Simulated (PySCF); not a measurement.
**CH₇ClOSi₂, SMILES `C[SiH2]O[SiH2]Cl`: what the electrons do**

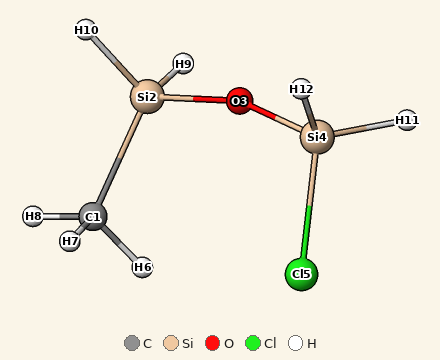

The molecule, with its atoms numbered as below. No frequency check shows the geometry to be a minimum.

Coordinates in Å:

```
C1       1.9858   -1.4872   -0.0146
Si2      1.9312    0.4058    0.0023
O3       0.3780    0.9125    0.0393
Si4     -1.2285    0.9211   -0.0196
Cl5     -1.9097   -0.9654    0.0105
H6       1.4722   -1.9057    0.8477
H7       1.5047   -1.8899   -0.9029
H8       3.0080   -1.8532    0.0007
H9       2.5139    0.9730    1.2179
H10      2.4772    0.9855   -1.2251
H11     -1.6775    1.6094    1.1809
H12     -1.6082    1.5383   -1.2818
```

### 1. Bonding charge

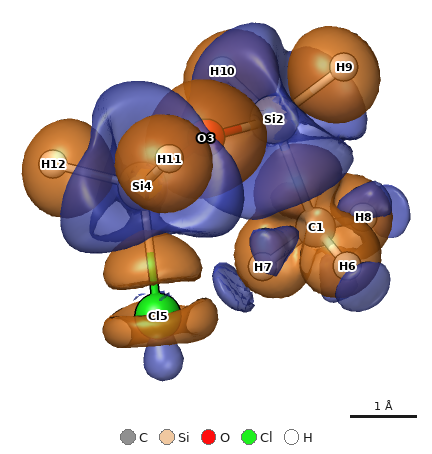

Deformation density (molecule less spherical, spin-averaged free atoms at the same positions), surfaces at ±0.04 e/Å³; orange: gain, blue: loss.

Method: PBE0/def2-TZVP; geometry: GFN2-xTB; program: PySCF.

> Describe the bonding that the map shows.

The five largest and four smallest: C1–H6: +0.68 e/Å³ at the bond critical point (bond length 1.09 Å, Mayer order 0.9). C1–H7: +0.67 e/Å³ at the bond critical point (bond length 1.09 Å, Mayer order 0.9). C1–H8: +0.67 e/Å³ at the bond critical point (bond length 1.09 Å, Mayer order 0.9). Si4–H11: +0.27 e/Å³ at the bond critical point (bond length 1.46 Å, Mayer order 0.9). Si4–H12: +0.26 e/Å³ at the bond critical point (bond length 1.46 Å, Mayer order 0.9). C1–Si2: +0.20 e/Å³ at the bond critical point (bond length 1.89 Å, Mayer order 1.0). O3–Si4: +0.09 e/Å³ at the bond critical point (bond length 1.61 Å, Mayer order 1.3); up to 0.6 Å beside the axis the gain reaches +0.39 e/Å³. Si4–Cl5: +0.07 e/Å³ at the bond critical point (bond length 2.01 Å, Mayer order 1.2); up to 0.6 Å beside the axis the gain reaches +0.23 e/Å³. Si2–O3: +0.07 e/Å³ at the bond critical point (bond length 1.63 Å, Mayer order 1.1); up to 0.6 Å beside the axis the gain reaches +0.37 e/Å³. In all, 2.9 electrons gather in the regions of gain relative to the promolecule. A small or negative value marks a very polar bond, one between electron-rich atoms, whose free-atom densities already overlap strongly, a long bond to a heavier atom, or a closed-shell contact such as a hydrogen bond.

> Where do the Hirshfeld charges lie?

The highest Hirshfeld charge is on Si2 (+0.41 e), the lowest on O3 (−0.31 e).

```tsv
atom	charge (e)
C1	−0.22
Si2	+0.41
O3	−0.31
Si4	+0.39
Cl5	−0.10
H6	+0.05
H7	+0.05
H8	+0.05
H9	−0.08
H10	−0.08
H11	−0.07
H12	−0.07
```

### 2. Bond critical points

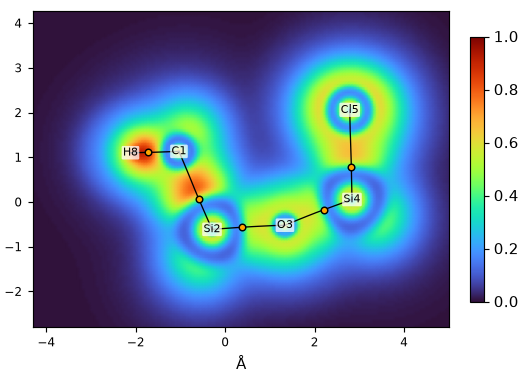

Localised orbital locator (LOL) in the plane of C1, Si2, O3, Si4, Cl5 and H8, with bond paths and bond critical points (dots).

> What values does LOL take at the bond critical points in this plane?

C1–H8: about 0.88; C1–Si2: about 0.43; Si4–Cl5: about 0.35; O3–Si4: about 0.28; Si2–O3: about 0.28. Values above 0.5 mark slow, localised electrons, as in shared pairs; low values at a critical point mark a polar or closed-shell contact whose critical point lies between the shells.

> Where along C1–H8 does the critical point lie?

0.69 Å from C1 and 0.39 Å from H8.

### 3. Electrostatic potential

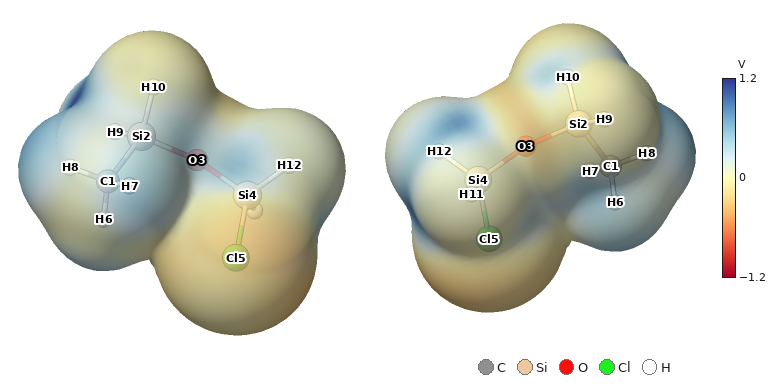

Electrostatic potential on the surface of electron density 0.001 a.u. (back view left, front view right).

> Where are the extremes of the potential on the surface?

Highest: 1.14 V, near Si2 (2.00 Å), H10 (2.03 Å), H9 (2.09 Å) and H8 (2.14 Å). Further maxima include 0.98 V, about equally far (2.0 Å) from Si4, H11 and H12; 0.83 V, about equally far (2.0 Å) from Si4, H11 and H12. Lowest: −0.35 V, 2.1 Å from Cl5, and at like points elsewhere. Further minima include −0.29 V, 1.8 Å from O3; −0.04 V, near H7 (1.76 Å), H6 (1.81 Å) and C1 (1.98 Å). The surface is sampled at points, so like sites can differ by a few per cent and only the strongest of them is named.

### 4. Localised orbitals

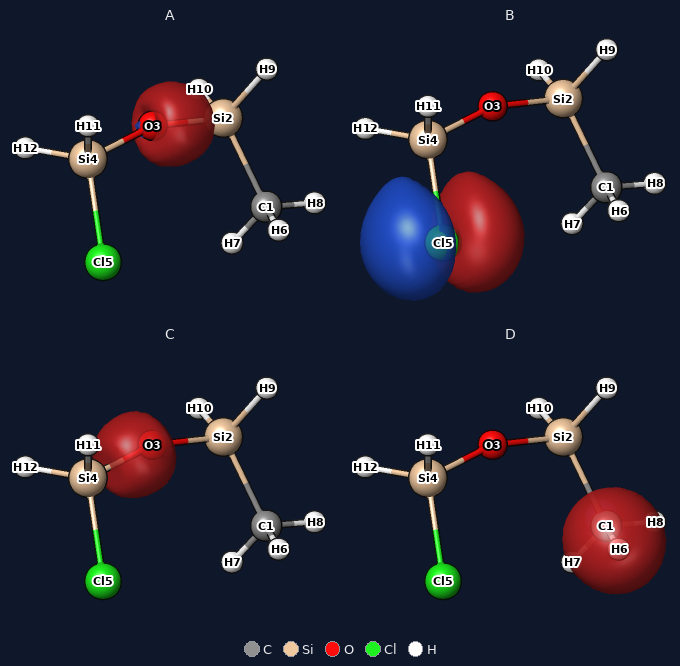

Intrinsic bond orbitals (IBO), occupied; each surface holds about 80 % of the orbital's density. Energies are diagonal elements of the Fock matrix.

PySCF calculation, B3LYP/def2-SVPD, gas phase; geometry: GFN2-xTB.

> What does each orbital represent in a Lewis picture?

By panel:
- A: σ bond O3–Si2 (O3 79 %, Si2 20 %; −20.2 eV)
- B: lone pair on Cl5 (p-type) (Cl5 96 %, Si4 4 %; −9.5 eV)
- C: σ bond O3–Si4 (O3 78 %, Si4 21 %; −20.9 eV)
- D: σ bond C1–H6 (C1 57 %, H6 42 %; −13.2 eV)

### 5. Stretching a bond

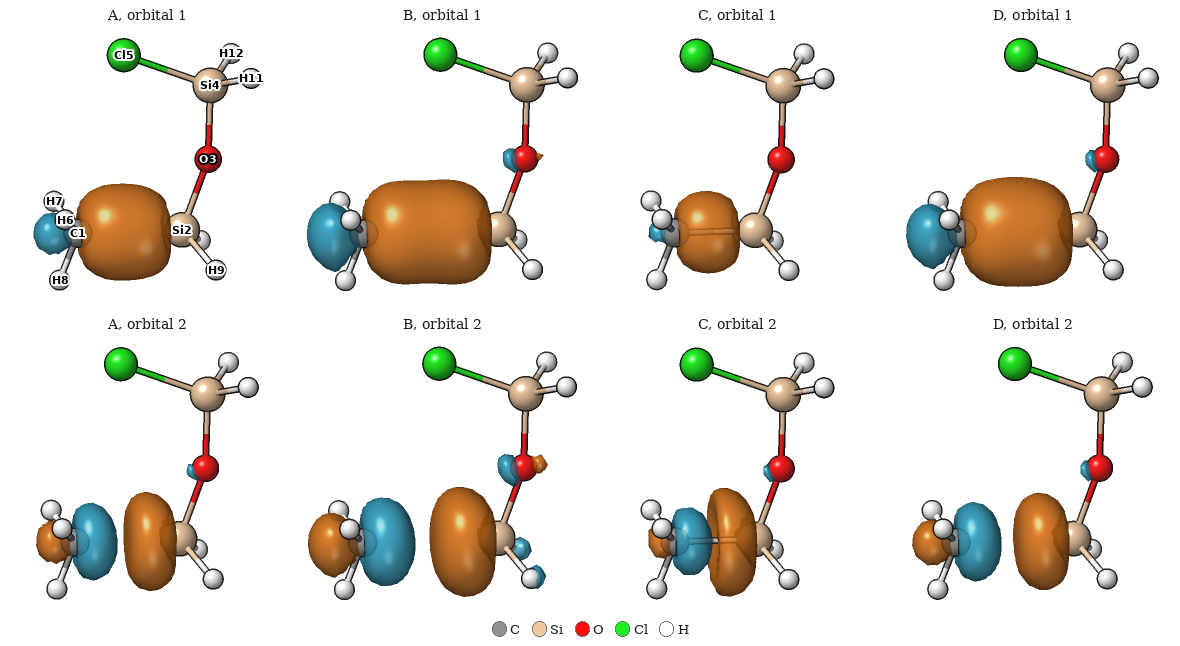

Rigid stretch of the C1–Si2 bond. The two CASSCF(2,2) natural orbitals nearest half filling (orbital 1 the more occupied).

Method: 6-31G* basis; geometry: GFN2-xTB; program: PySCF.

> The columns are at 1.72, 2.24, 2.52 and 2.90 Å, in some order. Assign them, and give the occupations.

A: 2.24 Å, occupations 1.96 and 0.04. B: 2.90 Å, occupations 1.82 and 0.18. C: 1.72 Å, occupations 1.99 and 0.01. D: 2.52 Å, occupations 1.92 and 0.08.

> Where does the UHF solution part from RHF?

Between 2.52 Å (⟨S²⟩ = 0, the two coincide) and 2.90 Å (⟨S²⟩ = 0.58); at 5.24 Å ⟨S²⟩ is 1.01 and UHF lies 4.6 eV below RHF.

> How much energy does the stretch cost?

By CASSCF, 3.9 eV from the lowest point of the scan (1.87 Å) to 5.24 Å; RHF gives 8.0 eV from its own lowest point. The fragments aren't relaxed and dynamic correlation is missing, so this isn't a bond dissociation energy.

The PySCF runs shown took 29 s, 23 s and 4.2 min on 1 thread of Intel(R) Xeon(R) Platinum 8259CL CPU @ 2.50GHz (Skylake/Cascade Lake), with other jobs on the host.
